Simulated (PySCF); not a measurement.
**AlHBr (SMILES [AlH][Br]): levels of theory compared**

We compute a comparison of 6 runs (U-r2SCAN/STO-3G, U-wB97X-V/STO-3G, UB2PLYP/STO-3G, UB3LYP/STO-3G, UM06-2X/STO-3G, UPBE0/STO-3G) of AlHBr. The job is set up through a Python script.

The results are computed with PySCF 2.14.0.

41 further runs of the same task are left out: 30 for a known fault of the program, 11 set aside as unsound or not needed.

### 1 The molecule

AlHBr: 3 atoms, total charge 0, spin state doublet. As SMILES, `[AlH][Br]`. The Al1–Br2 distance was set to 3.413 Å, away from the relaxed value. At this shape a bond of the SMILES string is far longer than usual.

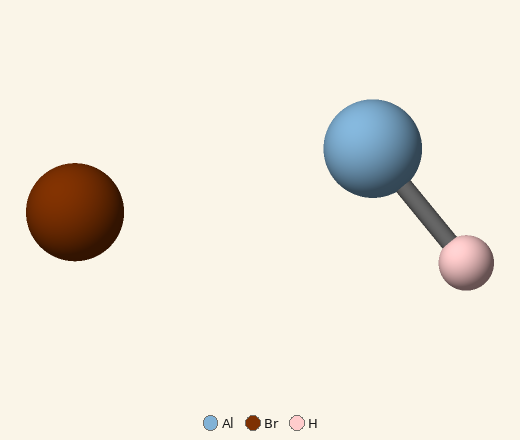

The structure, seen from a chosen angle (aluminium light blue, bromine brown, hydrogen pink).

### 2 A single-point energy at U-r2SCAN/STO-3G (run 1)

Contents of calc.py:

```python
from pyscf import gto, dft

mol = gto.M(
    atom='''
Al    -2.338220    -1.788269    -1.500858
Br     2.994271     0.016252     1.646140
H     -4.232104     0.446521    -2.268465
''',
    basis='sto-3g',
    spin=1,
    max_memory=1860,
    verbose=3,
    unit='bohr',
)

ks = dft.UKS(mol, xc='r2scan')
ks.grids.level = 5
ks.conv_tol = 1e-10
ks.kernel()
if not ks.converged:
    ks = ks.newton().run(ks.mo_coeff, ks.mo_occ)

energy = ks.e_tot
print('E(%s) = %.9f' % ('R2SCAN', energy))
```

Started as:

```sh
$ OMP_NUM_THREADS=1 python calc.py
```

Standard output:

```text
WARN: HOMO -0.232247117881589 >= LUMO -0.232247117881588

WARN: HOMO 0.110291748180048 >= LUMO 0.110711550816259

converged SCF energy = -2786.03946595798  <S^2> = 0.76107754  2S+1 = 2.011047
E(R2SCAN) = -2786.039465958
```

Wall time 8.4 s (1 thread of Arm Neoverse V2, shared host); peak memory 0.23 GiB.

### 3 A single-point energy at U-wB97X-V/STO-3G (run 2)

Contents of input.py:

```python
from pyscf import gto, dft

molecule = gto.Mole()
molecule.atom = '''
Al    -2.338220    -1.788269    -1.500858
Br     2.994271     0.016252     1.646140
H     -4.232104     0.446521    -2.268465
'''
molecule.unit = 'bohr'
molecule.verbose = 4
molecule.spin = 1
molecule.basis = 'sto-3g'
molecule.max_memory = 1860
molecule.charge = 0
molecule.build()

ks = dft.UKS(molecule, xc='wb97x-v')
ks.nlcgrids.level = 1
ks.conv_tol = 1e-10
ks.grids.level = 5
ks.kernel()
if not ks.converged:
    ks = ks.newton().run(ks.mo_coeff, ks.mo_occ)

etot = ks.e_tot
print('Final energy', etot)
```

Started as:

```sh
$ OMP_NUM_THREADS=1 python input.py
```

Standard output:

```text
PySCF version 2.14.0

[INPUT] num. atoms = 3
[INPUT] num. electrons = 49
[INPUT] charge = 0
[INPUT] spin (= nelec alpha-beta = 2S) = 1
[INPUT] symmetry False subgroup None
[INPUT] Mole.unit = bohr
[INPUT] Symbol           X                Y                Z      unit          X                Y                Z       unit  Magmom
[INPUT]  1 Al    -1.237332738117  -0.946311201795  -0.794219850427 AA   -2.338220000000  -1.788269000000  -1.500858000000 Bohr   0.0
[INPUT]  2 Br     1.584499976519   0.008600188032   0.871099773984 AA    2.994271000000   0.016252000000   1.646140000000 Bohr   0.0
[INPUT]  3 H     -2.239532991043   0.236288737397  -1.200419981770 AA   -4.232104000000   0.446521000000  -2.268465000000 Bohr   0.0

[... 52 lines left out ...]
WARN: HOMO -0.217958664167488 >= LUMO -0.217958664167492
[... 74 lines left out ...]
converged SCF energy = -2785.76090257728  <S^2> = 0.77121036  2S+1 = 2.0210991
Final energy -2785.7609025772817
```

It took 20 s on 1 thread of Arm Neoverse V2, shared host; peak memory 0.23 GiB.

Runs 3 to 5 aren't shown in full; the table further down has their settings and results.

### 4 The energy at UPBE0/STO-3G (run 6)

Contents of input.py:

```python
from pyscf import gto, dft

molecule = gto.Mole()
molecule.atom = 'Al -1.237333 -0.946311 -0.794220; Br 1.584500 0.008600 0.871100; H -2.239533 0.236289 -1.200420'
molecule.spin = 1
molecule.basis = 'sto-3g'
molecule.charge = 0
molecule.verbose = 3
molecule.max_memory = 1860
molecule.build()

calc0 = dft.UKS(molecule)
calc0.xc = 'pbe0'
calc0.grids.level = 5
calc0.conv_tol = 1e-10
calc0.kernel()
if not calc0.converged:
    calc0 = calc0.newton().run(calc0.mo_coeff, calc0.mo_occ)

etot = calc0.e_tot
print('E(%s) = %.9f' % ('PBE0', etot))
```

Started as:

```sh
$ OMP_NUM_THREADS=1 python input.py
```

Standard output:

```text
WARN: HOMO -0.228526824624297 >= LUMO -0.228526824624294

WARN: HOMO 0.0718482852411116 >= LUMO 0.072171883484663

converged SCF energy = -2785.64490880895  <S^2> = 0.76454292  2S+1 = 2.0144904
E(PBE0) = -2785.644908809
```

Run time: 6.9 s. Hardware: 1 thread of Arm Neoverse V2, shared host; peak memory 0.23 GiB.

### 5 Overview of the runs

```
run             level  nlc grid  frozen core orbitals   energy (Eh)  dipole moment (D)  HOMO energy (eV)  LUMO energy (eV)  wall time
  1   U-r2SCAN/STO-3G         –                     –  -2786.039466               5.74             -1.58             -1.21      8.4 s
  2  U-wB97X-V/STO-3G         1                     –  -2785.760903               4.68             -4.65              1.12       20 s
  3    UB2PLYP/STO-3G         –                    14  -2785.521208               4.58             -3.28              0.59      6.6 s
  4     UB3LYP/STO-3G         –                     –  -2785.977499               5.15             -2.57             -0.76      7.5 s
  5    UM06-2X/STO-3G         –                     –  -2786.016413               5.19             -3.71              0.08       11 s
  6      UPBE0/STO-3G         –                     –  -2785.644909               5.36             -2.82             -0.57      6.9 s
```

### 6 Summary of results

```
                                 quantity           value
                      run 6: total energy  -2785.64491 Eh
                     run 6: dipole moment          5.36 D
run 6: HOMO energy (highest over α and β)        -2.82 eV
 run 6: LUMO energy (lowest over α and β)        -0.57 eV
                              run 6: ⟨S²⟩           0.765
```

The dipole moment (its size) runs from 4.58 D (UB2PLYP/STO-3G) to 5.74 D (U-r2SCAN/STO-3G). A double hybrid's value is that of its SCF part. Totals of different functionals can't be ranked against each other. In runs 1, 2, 3, 4, 5, 6 the basis is minimal, so the values are rough. All runs together took 61 s, the longest 20 s.
